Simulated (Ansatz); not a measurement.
**CaSnSe3 (model cell, started as cubic perovskite with Sn in the octahedra): a soft mode frozen in**

Which phase does CaSnSe3 (model cell, started as cubic perovskite with Sn in the octahedra) fall into along its unstable mode, and how much energy does it gain?

Program: Ansatz 0.2.0. Level of theory: DFT PBEsol, scalar-relativistic, plane waves, PAW; PAW set soft_1. Results are calculated unless marked as measured.

The structure was built from a prototype and need not be the compound's stable phase.

## (1) The structure

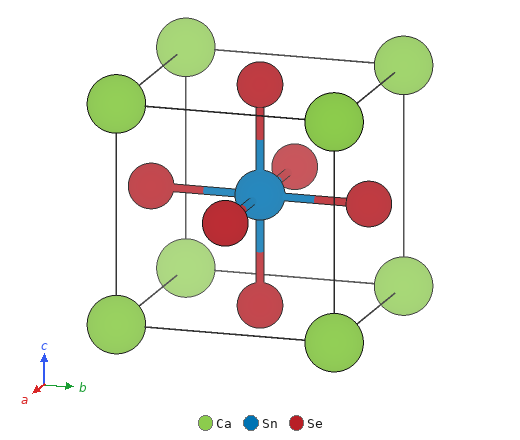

The cell as given, slightly off an axis (calcium green, tin blue, selenium red). Some periodic images of atoms are drawn too.

## (2) Response at finite wavevector

The cell comes from relaxations at this level that are not shown. Stability and thermal properties need the whole zone. Linear response on a 2×2×2 q mesh gives force constants as far as a supercell of that size would.

Input file input.yaml:

```yaml
crystal:
  lattice:
    - [5.2086939713, 0.0, 0.0]
    - [0.0, 5.2086939713, 0.0]
    - [0.0, 0.0, 5.2086939713]
  atoms:
    - { symbol: Ca, position: [0.0, 0.0, 0.0] }
    - { symbol: Sn, position: [0.5, 0.5, 0.5] }
    - { symbol: Se, position: [0.5, 0.5, 0.0] }
    - { symbol: Se, position: [0.5, 0.0, 0.5] }
    - { symbol: Se, position: [0.0, 0.5, 0.5] }
kpoints:
  mp_grid: { grid: [8, 8, 8] }
hamiltonian:
  xc: pbesol
  pseudopotentials: { kind: paw, azcp: { folder: soft_1 }, xc_functional: pbe }
scf:
  occupations: { method: methfessel_paxton, width: 0.2 }
output:
  eigenvalues: true
phonons:
  method: dfpt
  qmesh: [2, 2, 2]
  temperatures: { t_max: 1000, t_step: 50 }
  qpath:
    path:
      - [[0.0, 0.0, 0.0], [0.0, 0.5, 0.0], [0.5, 0.5, 0.0], [0.0, 0.0, 0.0], [0.5, 0.5, 0.5], [0.0, 0.5, 0.0]]
      - [[0.5, 0.5, 0.5], [0.5, 0.5, 0.0]]
    npoints: 10
```

On the command line:

```bash
> ansatz run input.yaml --threads 4 --pin off --max-ram 16384MiB --backend cpu --events-out ev --progress --plain --runs-dir out
```

Numbers of over 12 decimals in the logs are rounded to 6 here.

The log of the run:

```text
Engine: ansatz 0.2.0, aarch64-unknown-linux-gnu
Pseudopotentials: kind: paw
Pseudopotential: Ca, paw, valence charge 10, recommended cutoff 420 eV (normal), soft_1/Ca.paw.azcp
Pseudopotential: Sn, paw, valence charge 14, recommended cutoff 420 eV (normal), soft_1/Sn.paw.azcp
Pseudopotential: Se, paw, valence charge 16, recommended cutoff 420 eV (normal), soft_1/Se.paw.azcp
Functional definition: PBEsol
  exchange = pbesol_x
  correlation = pbesol_c
Crystal: 5 atoms, lattice volume = 141.314 Å³
Basis set: ecut = 420 eV, 2777 PW (Γ), exchange–correlation on 72×72×72 points (8 copies of the dense FFT grid, shifted against one another)
Bands: 44, of which v1, the nominal top of the filled ones, is band 36 counted from 1 (35 counted from 0)
Symmetry: 48 space group operations
k-points: 35 of 512
Non-local potential: Ca, projectors of the file, l = 0: 3, l = 1: 2, l = 2: 2
Non-local potential: Sn, projectors of the file, l = 0: 2, l = 1: 2, l = 2: 2, l = 3: 1
Non-local potential: Se, projectors of the file, l = 0: 2, l = 1: 2, l = 2: 3, l = 3: 1
PAW form: soft (Blöchl's): semilocal exchange-correlation on the pseudo side does not see the compensation charge
PAW frozen core: Ca, regenerated for the run's functional, and the local potential with it (the file was generated under x = pbe(κ = 0.804, μ = 0.219515), c = pbe(β = 0.066725))
PAW frozen core: Sn, regenerated for the run's functional, and the local potential with it (the file was generated under x = pbe(κ = 0.804, μ = 0.219515), c = pbe(β = 0.066725))
PAW frozen core: Se, regenerated for the run's functional, and the local potential with it (the file was generated under x = pbe(κ = 0.804, μ = 0.219515), c = pbe(β = 0.066725))
PAW one-centre angular grid: Ca, 110 points (default); XC on 64 Gauss nodes
PAW one-centre angular grid: Sn, 590 points (default); XC on 64 Gauss nodes
PAW one-centre angular grid: Se, 590 points (default); XC on 64 Gauss nodes
Initial density: superposition of atomic densities (chi_scale 0.1, normalization cell, long waves kept (reshape's long-wave potential 0.01 eV rms))
Initial wavefunctions: pseudopotential atomic-orbital guess
Functional: x = pbesol(κ = 0.804, μ = 0.123457), c = pbesol(β = 0.046)
SCF iter   1: F=—  HF=-24020.183689 eV  |F-HF|=—  |Δ(HF+E_count)|=         —  Δρ=4.38e-2  dr2=5.60e0  ethr=3.10e-3  ⟨swp⟩=8.7  Hψ=6771  notcnv=0
preconditioner: auto → Kerker (q_TF=auto, 2.438 Å⁻¹)  [metal: Δε(μ)=0.071 eV  Ē_g=6.640 eV  σ=0.200 eV  W_gap=0.29  n_scr=32 (ndim 8)  ℏωp=15.3 eV  f_vac=0.000  D(μ)=2.23/eV (n_scr^D=6)]
SCF iter   2: F=—  HF=-24019.068546 eV  |F-HF|=—  |Δ(HF+E_count)|=    1.12e0  S|Δr|=    0.00e0  Δρ=1.71e-2  dr2=6.72e-1  ethr=3.10e-3  ⟨swp⟩=3.0  Hψ=3027  notcnv=0  defer=25
SCF iter   3: F=—  HF=-24018.892354 eV  |F-HF|=—  |Δ(HF+E_count)|=   1.76e-1  S|Δr|=    0.00e0  Δρ=8.00e-3  dr2=1.63e-1  ethr=9.33e-4  ⟨swp⟩=2.3  Hψ=2726  notcnv=0  defer=28
SCF iter   4: F=—  HF=-24018.851759 eV  |F-HF|=—  |Δ(HF+E_count)|=   4.06e-2  S|Δr|=    0.00e0  Δρ=2.21e-3  dr2=1.83e-2  ethr=2.26e-4  ⟨swp⟩=2.5  Hψ=2773  notcnv=0  defer=29
SCF iter   5: F=—  HF=-24018.845969 eV  |F-HF|=—  |Δ(HF+E_count)|=   5.79e-3  S|Δr|=    0.00e0  Δρ=1.19e-3  dr2=3.59e-3  ethr=2.54e-5  ⟨swp⟩=2.0  Hψ=2901  notcnv=0  defer=28
SCF iter   6: F=—  HF=-24018.845057 eV  |F-HF|=—  |Δ(HF+E_count)|=   9.13e-4  S|Δr|=    0.00e0  Δρ=2.68e-4  dr2=3.35e-4  ethr=4.98e-6  ⟨swp⟩=2.0  Hψ=2272  notcnv=0  defer=29
SCF iter   7: F=—  HF=-24018.845003 eV  |F-HF|=—  |Δ(HF+E_count)|=   5.38e-5  S|Δr|=    0.00e0  Δρ=1.04e-4  dr2=5.60e-5  ethr=4.65e-7  ⟨swp⟩=1.9  Hψ=2008  notcnv=0  defer=29
SCF iter   8: F=—  HF=-24018.844993 eV  |F-HF|=—  |Δ(HF+E_count)|=   9.72e-6  S|Δr|=    0.00e0  Δρ=4.34e-5  dr2=9.25e-6  ethr=7.78e-8  ⟨swp⟩=2.7  Hψ=2798  notcnv=0  defer=29
SCF iter   9: F=—  HF=-24018.844992 eV  |F-HF|=—  |Δ(HF+E_count)|=   1.55e-6  S|Δr|=    0.00e0  Δρ=1.29e-5  dr2=3.71e-7  ethr=1.28e-8  ⟨swp⟩=2.6  Hψ=2198  notcnv=0  defer=29
SCF iter  10: F=—  HF=-24018.844990 eV  |F-HF|=—  |Δ(HF+E_count)|=   1.28e-6  S|Δr|=    0.00e0  Δρ=3.38e-6  dr2=1.66e-8  ethr=5.16e-10  ⟨swp⟩=2.0  Hψ=2762  notcnv=0  defer=30
SCF iter  11: F=—  HF=-24018.844990 eV  |F-HF|=—  |Δ(HF+E_count)|=   1.62e-8  S|Δr|=    0.00e0  Δρ=6.05e-7  dr2=4.25e-10  ethr=2.30e-11  ⟨swp⟩=2.0  Hψ=2204  notcnv=0  defer=30
SCF iter  12: F=—  HF=-24018.844990 eV  |F-HF|=—  |Δ(HF+E_count)|=  4.80e-10  S|Δr|=    0.00e0  Δρ=1.37e-7  dr2=3.31e-11  ethr=1.00e-12  ⟨swp⟩=2.0  Hψ=2750  notcnv=0  defer=30
SCF iter  13: F=-24018.844990 eV  HF=-24018.844990 eV  |F-HF|=7.28e-12  |Δ(HF+E_count)|=  2.91e-11  S|Δr|=    0.00e0  Δρ=4.31e-8  dr2=4.62e-12  ethr=1.00e-12  ⟨swp⟩=11.8  Hψ=8244  notcnv=0
SCF 1 converged in 13 iterations: F = -24018.844990 eV  dr2 = 4.62e-12
  greatest PAW one-centre occupation: 1.000 electrons in one spin orbital (limit 2), on the Se atom at site 3 (counted from 0), in its partial waves of l = 2
Initial density: read from a saved state, or passed on in memory by an earlier SCF of this step, an earlier step, the calling program or the single point that the run made first
iter 1 solved again at ethr=9.31e-8 eV; its pass at ethr=3.10e-3 eV (dr2=6.70e-5 eV) is discarded
SCF iter   1: F=—  HF=-24018.844990 eV  |F-HF|=—  |Δ(HF+E_count)|=         —  Δρ=5.30e-7  dr2=6.46e-10  ethr=9.31e-8  ⟨swp⟩=3.9  Hψ=11248  notcnv=0
eigensolver tolerance schedule: the retry pair's looser diagonalisation over-reported the residual by 103733.42 of it (diagonalisation noise at an unbounded share of the residual, at the tolerance the schedule requests for it); recorded, not acted on — ethr = c·dr2/N_el stays at c = 1.0e-1
preconditioner: auto → LDOS  [metal: Δε(μ)=0.022 eV  Ē_g=8.165 eV  σ=0.200 eV  W_gap=0.09  n_scr=32 (ndim 8)  ℏωp=15.3 eV  f_vac=0.024  D(μ)=2.46/eV (n_scr^D=18)  β→1.0]
SCF iter   2: F=—  HF=-24018.844990 eV  |F-HF|=—  |Δ(HF+E_count)|=   6.89e-7  S|Δr|=    0.00e0  Δρ=8.44e-7  dr2=2.18e-9  ethr=1.00e-12  ⟨swp⟩=4.2  Hψ=4693  notcnv=0
SCF iter   3: F=—  HF=-24018.844990 eV  |F-HF|=—  |Δ(HF+E_count)|=   1.01e-9  S|Δr|=    0.00e0  Δρ=3.36e-7  dr2=2.38e-10  ethr=1.00e-12  ⟨swp⟩=2.5  Hψ=2821  notcnv=0
SCF iter   4: F=—  HF=-24018.844990 eV  |F-HF|=—  |Δ(HF+E_count)|=  7.28e-11  S|Δr|=    0.00e0  Δρ=2.25e-7  dr2=1.25e-10  ethr=1.00e-12  ⟨swp⟩=1.0  Hψ=1540  notcnv=0
SCF iter   5: F=—  HF=-24018.844990 eV  |F-HF|=—  |Δ(HF+E_count)|=  4.00e-11  S|Δr|=    0.00e0  Δρ=1.27e-7  dr2=3.68e-11  ethr=1.00e-12  ⟨swp⟩=1.0  Hψ=1540  notcnv=0
SCF iter   6: F=-24018.844990 eV  HF=-24018.844990 eV  |F-HF|=1.46e-11  |Δ(HF+E_count)|=  1.09e-11  S|Δr|=    0.00e0  Δρ=1.25e-8  dr2=1.88e-13  ethr=1.00e-12  ⟨swp⟩=3.5  Hψ=4951  notcnv=0
SCF 2 converged in 6 iterations: F = -24018.844990 eV  dr2 = 1.88e-13
  greatest PAW one-centre occupation: 1.000 electrons in one spin orbital (limit 2), on the Se atom at site 4 (counted from 0), in its partial waves of l = 2
phonons: the bands overlap, so this run is a metal and interpolates without the dipole-dipole term. If the crystal is really an insulator or semiconductor, its LO-TO splitting is missing
NSCF: frozen V_eff on 35 k-points
WARN: eigensolver did not converge (k=1): 1 band(s) unlocked after 20 sweeps at ethr=1.19e-12 eV (storage-precision floor; scheduled 1.00e-12 eV) (lowest unlocked band 43, counted from 0; max residual 9.75e-6 eV among the unlocked bands, 9.75e-6 eV over every band; other slots of this pass that fall short are told together in one closing line; warning suppressed until the next SCF loop or pass starts)
NSCF: frozen V_eff on 125 k-points
DFPT response loops at q = (0, 0, 0) (fractional): preconditioner auto → Kerker (q_TF=auto, 2.438 Å⁻¹) (partly filled bands, converged f_vac=0.024); β = 1.00, the filter's whole step (`scf.mixing.beta` (0.50) is not read by the response loops under this deck's `scf.mixing.preconditioner`; to damp them name `kerker` or `kerker_dos`, under which they read `scf.mixing.beta`, and type it under 1.00, their step now; both keys bind the ground state too); Broyden in place of MSR1
NSCF: frozen V_eff on 250 k-points
DFPT response loops at q = (0, 0, -0.5) (fractional): mixed as the last ones told, above
NSCF: frozen V_eff on 250 k-points
DFPT response loops at q = (0, -0.5, -0.5) (fractional): mixed as the last ones told, above
NSCF: frozen V_eff on 250 k-points
DFPT response loops at q = (-0.5, -0.5, -0.5) (fractional): mixed as the last ones told, above
SCF converged after 13 iterations
Stability not checked: this state was not tested for a lower state beside it, because cold or Methfessel-Paxton smearing, or corrected tetrahedra, fill the levels in a way that the test cannot read (fill_not_monotonic; see scf.lower_state_search)
Free energy (F): -24018.844990 eV
Harris-Foulkes:  -24018.844990 eV  (|F-HF|=7.28e-12)
Internal energy: -24018.838258 eV  (E = F + TS)
E sigma→0 (E₀):  -24018.843307 eV
Entropy (-TS):   -0.006733 eV (-1.347 meV/atom)
Fermi energy:    7.051500 eV
--- Per-component energies (eV) ---
  E_band       = -1464.012311
  E_kinetic    = 752.948683
  E_local      = -10836.481087  (includes V_loc(G=0)·N_el)
  E_nonlocal   = -820.543456
  E_hartree    = 5457.193413
  E_xc         = -504.375947
  E_vxc        = -508.549214  (∫ρ·V_xc dr)
  E_paw        = -11399.711033  (= ΣΔE_a)
  E_vpaw       = -965.773360  (= ΣTr[D̂ρ^β])
  E_aug_tail   = -0.000794  (compensation charges beyond the density's cutoff)
  E_ewald      = -6671.297027
  E_core_change = 3.428989  (= ΣΔE_core)
  E_smearing   = -0.006733  (= −TS)
  E_closure    = -0.000000  (closes the sum)
  Σ components = -24018.844990   (vs F -24018.844990, Δ=0.00e0)
--- Band table (eV; the first three rows and the last of 35) ---
  k-point 0: bands = [... 32 lower, 6.0934, 6.0934, 6.2174, 6.2174, 6.2174, 8.4943, 9.3452, 9.3452, ... 4 higher]
  k-point 1: bands = [... 32 lower, 5.9909, 5.9909, 6.0729, 6.1747, 6.1747, 8.8612, 9.4324, 9.5343, ... 4 higher]
  k-point 2: bands = [... 32 lower, 5.7110, 5.7269, 6.1264, 6.1264, 6.1929, 9.5651, 9.7253, 9.7596, ... 4 higher]
  k-point 34: bands = [... 32 lower, 6.1844, 7.3829, 7.3829, 7.3829, 8.6684, 9.1843, 9.1843, 9.1843, ... 4 higher]
--- Phonons (Γ-DFPT): 4 representative perturbations + reference (Σ response iterations 12) ---
  ASR residual: 3.395e-5 → 0.000e0 eV/Å²; symmetrization residual: 2.582e-5 eV/Å²
  ASR residual per site (eV/Å²): 1.55e-5 3.17e-5 3.40e-5 3.40e-5 3.40e-5
  Γ frequencies (cm⁻¹): -117.34 -117.34 -117.34 -71.60 -71.60 -71.60 -32.47 -32.47 -32.47 0.00 0.00 0.00 234.97 234.97 234.97
--- Phonons (arbitrary-q DFPT): 4 irreducible q on the 2×2×2 mesh ---
  q = [0.0000, 0.0000, 0.0000] (star 1, of the zone-centre solve; hermiticity 4.48e-6, symmetrization 1.25e-11): -117.34 -117.34 -117.34 -71.60 -71.60 -71.60 -32.47 -32.47 -32.47 0.00 0.00 0.00 234.97 234.97 234.97
  q = [0.0000, 0.0000, -0.5000] (star 3, 9 solved perturbations in 975 linear systems a pass and spin channel, the states on 125 of 512 k-point pairs; hermiticity 2.48e-6, symmetrization 3.16e-9): -107.04 -107.04 -75.76 -69.72 -69.72 -68.45 -66.70 -37.60 -37.60 29.42 29.42 161.60 202.73 235.29 235.29
  q = [0.0000, -0.5000, -0.5000] (star 3, 9 solved perturbations in 975 linear systems a pass and spin channel, the states on 125 of 512 k-point pairs; hermiticity 4.38e-6, symmetrization 6.23e-9): -114.30 -114.30 -92.65 -78.74 -67.81 -67.81 18.80 25.24 25.24 47.00 167.57 167.57 190.49 218.15 235.75
  q = [-0.5000, -0.5000, -0.5000] (star 1, 4 solved perturbations in 350 linear systems a pass and spin channel, the states on 125 of 512 k-point pairs; hermiticity 1.98e-6, symmetrization 5.70e-9): -117.82 -117.82 -117.82 -96.83 -96.83 -96.83 59.41 59.41 59.41 171.99 171.99 171.99 188.80 188.80 233.28
  sum rule: each row above includes the acoustic sum rule's correction from the zone centre's row sums; it moved no ω² by more than (0.34 cm⁻¹)²
  mesh force constants: q→R imaginary residual 3.43e-18; ASR residual 3.395e-5 → 0.000e0 eV/Å²; symmetrization residual 7.105e-15 eV/Å²
  interpolated dispersion: 62 rows × 15 modes
  density of states and harmonic sums: on the 12×12×12 q-mesh, interpolated from the force constants of a 2×2×2 supercell (no non-analytic term)
  largest difference from the sums on the solved wave vectors: F 6.71e-2 eV, S 1.08e-4 and C_V 4.06e-5 eV/K
  zero-point energy: 0.064288 eV/cell   skipped modes (ω ≤ 0): 629, of them read as no rigid motion or as one in doubt: 626 (7.402e0 modes/cell left out, lowest -117.82 cm⁻¹)   left out of the sums: 4.94e-1 of the cell's modes: C_V's classical limit lies that fraction below 3 k_B per atom; for a crystal, a wire or a layer, F and S can be off by more, and a phonons.interpolated_qmesh denser along its periods is the remedy for the sampling
```

It took 7 min on 4 threads of Arm Neoverse V2, shared host; peak memory 2.1 GiB.

The column dr2 measures how far the density is from self-consistency, as an energy; F and HF (Harris–Foulkes) agree once it is small.

Numbers from this step:

| Quantity | Value |
| --- | --- |
| volume per atom | 28.26 Å³ |
| gap on the k-mesh | 0 eV |
| sum-rule residual before enforcement | 3.40e-5 eV/Å² |
| lowest frequency on the path | -117.8 cm⁻¹ |
| point group | m-3m |
| highest frequency on the path or at a solved wavevector | 236.1 cm⁻¹ |
| highest optical mode at the zone centre (no LO-TO term) | 235.0 cm⁻¹ |
| lowest optical zone-centre mode | -117.3 cm⁻¹ |
| lowest mode on the q mesh (acoustic modes at Γ apart) | -117.8 cm⁻¹ |

Frequencies (cm⁻¹) solved at each irreducible wavevector; negative means imaginary. Frequencies by wavevector, by row:

```tsv
q in reciprocal lattice units	star	mode 1	mode 2	mode 3	mode 4	mode 13	mode 14	mode 15
0 0 0	1	-117.3	-117.3	-117.3	-71.6	235	235	235
0 0 -0.5	3	-107	-107	-75.8	-69.7	202.7	235.3	235.3
0 -0.5 -0.5	3	-114.3	-114.3	-92.7	-78.7	190.5	218.2	235.8
-0.5 -0.5 -0.5	1	-117.8	-117.8	-117.8	-96.8	188.8	188.8	233.3
```

Interpolated from a 2×2×2 q mesh. Phonon branches along the path, in cm⁻¹:

```tsv
point	branch 1	branch 2	branch 3	branch 4	branch 12	branch 13	branch 14	branch 15
Γ	-117	-117	-117	-72	0	235	235	235
X	-107	-107	-76	-70	162	203	235	235
M	-114	-114	-93	-79	168	190	218	236
Γ	-117	-117	-117	-72	0	235	235	235
R	-118	-118	-118	-97	172	189	189	233
X	-107	-107	-76	-70	162	203	235	235
jump to R	-118	-118	-118	-97	172	189	189	233
M	-114	-114	-93	-79	168	190	218	236
```

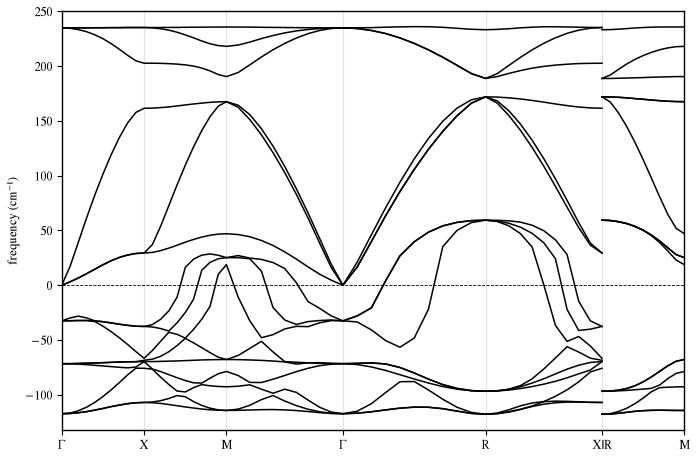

Phonon branches along the path.

Symmetry leaves 4 wavevectors to solve. The lowest mode among them, the acoustic zeros apart, lies at q = (-0.5, -0.5, -0.5) and is imaginary, 117.8i cm⁻¹, so the energy falls along it.

## (3) The mode frozen in, largest atomic shift 0 Å

The mode followed lies at Γ with frequency 117.3i cm⁻¹ and is 3-fold degenerate, one of the unstable modes though not the softest. At small amplitude the distorted cell has space group no. 99 by a symmetry search on the positions. The undistorted cell that holds it gives the zero of energy on the same k mesh.

input.yaml, the sections that differ from step 2:

```yaml
output:
  forces: true
  stress: true
  eigenvalues: true
# crystal, kpoints, hamiltonian, scf: as in step 2
# phonons: removed
```

The log of the run:

```text
[...]
Crystal: 5 atoms, lattice volume = 141.314 Å³
Basis set: ecut = 420 eV, 2777 PW (Γ), exchange–correlation on 72×72×72 points (8 copies of the dense FFT grid, shifted against one another)
Bands: 44, of which v1, the nominal top of the filled ones, is band 36 counted from 1 (35 counted from 0)
Symmetry: 48 space group operations
[...]
k-points: 35 of 512
[...]
k-point 0: bands = [... 32 lower, 6.0934, 6.0934, 6.2174, 6.2174, 6.2174, 8.4943, 9.3451, 9.3451, ... 4 higher]
  k-point 1: bands = [... 32 lower, 5.9909, 5.9909, 6.0729, 6.1747, 6.1747, 8.8612, 9.4323, 9.5343, ... 4 higher]
  k-point 2: bands = [... 32 lower, 5.7110, 5.7269, 6.1264, 6.1264, 6.1929, 9.5650, 9.7253, 9.7594, ... 4 higher]
  k-point 34: bands = [... 32 lower, 6.1844, 7.3829, 7.3829, 7.3829, 8.6684, 9.1843, 9.1843, 9.1843, ... 4 higher]
[key lines of the parts left out:]
SCF converged after 10 iterations
Free energy (F): -24018.844990 eV
Fermi energy:    7.051502 eV
P = ⅓ Tr σ = 0.0050 GPa (0.050 kbar)
```

It took 3.7 s on 4 threads; peak memory 0.54 GiB.

This step gave:

* pressure: 0.004951 GPa
* energy from the undistorted cell: 0 meV/atom

The run ends at a pressure of 0.00 GPa.

## (4) The mode frozen in, largest atomic shift 0.6 Å

The atoms are moved along the unstable eigenvector, the largest shift by 0.6 Å, with the cell fixed.

input.yaml, the sections that differ from step 3:

```yaml
crystal:
  lattice:
    - [5.2086939713, 0.0, 0.0]
    - [0.0, 5.2086939713, 0.0]
    - [0.0, 0.0, 5.2086939713]
  atoms:
    - { symbol: Ca, position: [0.0, -0.1151920238, 0.0] }
    - { symbol: Sn, position: [0.5, 0.4876456502, 0.5] }
    - { symbol: Se, position: [0.5, 0.5392058028, 0.0] }
    - { symbol: Se, position: [0.5, -0.0013801535, 0.5] }
    - { symbol: Se, position: [0.0, 0.5392058028, 0.5] }
# kpoints, hamiltonian, scf, output: as in step 3
```

The log of the run:

```text
[...]
Crystal: 5 atoms, lattice volume = 141.314 Å³
Basis set: ecut = 420 eV, 2777 PW (Γ), exchange–correlation on 72×72×72 points (8 copies of the dense FFT grid, shifted against one another)
Bands: 44, of which v1, the nominal top of the filled ones, is band 36 counted from 1 (35 counted from 0)
Symmetry: 8 space group operations
[...]
k-points: 75 of 512 (time reversal used)
[...]
k-point 0: bands = [... 32 lower, 5.7911, 5.8354, 6.1397, 6.1936, 6.1936, 8.7116, 9.8157, 9.8992, ... 4 higher]
  k-point 1: bands = [... 32 lower, 5.6782, 5.7520, 5.9749, 6.1739, 6.2952, 9.0336, 9.8353, 9.9229, ... 4 higher]
  k-point 2: bands = [... 32 lower, 5.4043, 5.6783, 5.9700, 6.1468, 6.4573, 9.7182, 9.7960, 10.1363, ... 4 higher]
  k-point 74: bands = [... 32 lower, 6.1054, 6.9568, 7.2001, 7.2001, 8.9357, 9.0457, 9.2143, 9.2143, ... 4 higher]
[key lines of the parts left out:]
SCF converged after 9 iterations
Free energy (F): -24019.245316 eV
Fermi energy:    6.886250 eV
P = ⅓ Tr σ = 1.1925 GPa (11.925 kbar)
```

The job ended after 12 s (4 threads; peak memory 0.63 GiB).

This step gave:

```
pressure                         : 1.193 GPa
energy from the undistorted cell : -80.40 meV/atom
```

The energy, extrapolated to zero smearing, is -80.40 meV/atom against the undistorted cell.

The run ends at a pressure of 1.19 GPa, with forces up to 0.58 eV/Å.

## (5) Energy along the mode, all amplitudes (two of the runs are shown above)

An imaginary frequency means negative curvature, so the energy should fall and then rise again as anharmonic terms take over.

This step gave:

```
depth at the lowest point sampled  : 80.40 meV/atom
largest atomic shift at that point : 0.6 Å
```

The energy from the parent by largest atomic shift:

```tsv
largest atomic shift (Å)	energy from the parent (meV/atom)
0.000	0
0.040	-0.484
0.080	-1.93
0.140	-5.83
0.220	-14.0
0.320	-28.3
0.450	-51.5
0.600	-80.4
```

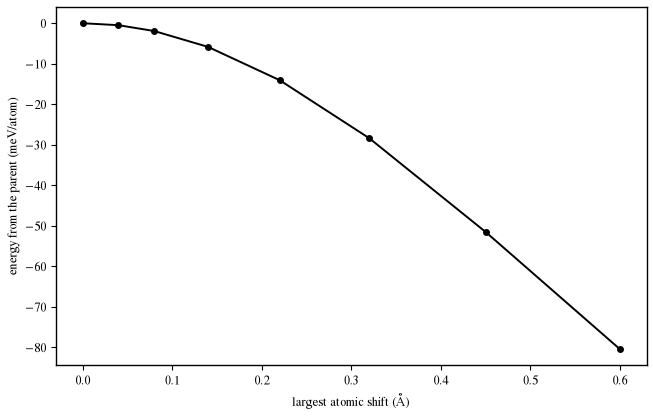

Energy from the parent, plotted against largest atomic shift.

Displacement at unit largest shift by atom:

```tsv
atom	x (Å)	y (Å)	z (Å)	size
Ca1	0.00	-1.00	0.00	1.00
Sn2	0.00	-0.11	0.00	0.11
Se3	0.00	0.34	0.00	0.34
Se4	0.00	-0.01	0.00	0.01
Se5	0.00	0.34	0.00	0.34
```

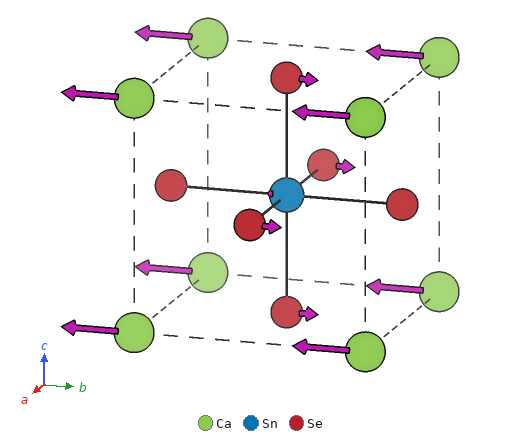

Displacement at unit largest shift as arrows, the longest 1 Å. Some periodic images of atoms are drawn too.

The lowest of the steps tried is the last one, at 0.6 Å, 80.4 meV/atom below the parent; the bottom of the well need not coincide with a step.

(Part 1 of 2 ends here.)

[Logs are printed without paths, hosts, clocks, repeated set-up lines and the standing remarks that a program may print on its own settings, such as how far it seeks lower states.]

[Hosts, paths, dates, database ids (printed as entryN), source tags and the programs' standing remarks are cut or masked in the printed files.]
